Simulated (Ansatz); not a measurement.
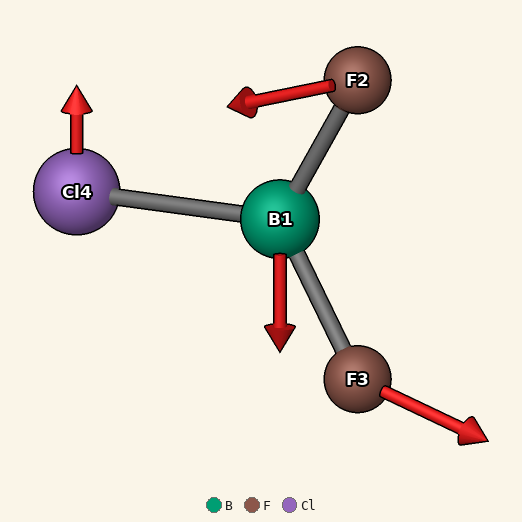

The arrows show one normal mode. Harmonic vibrations computed with RKS PBE0-D4/def2-TZVP (Ansatz 0.2.0) at a stationary point of the same level.

> What kind of motion is it?

Mostly Cl–B–F bending.

> Estimate its harmonic wavenumber.

341 cm⁻¹; it is mode 1 of 6 counted from the lowest.
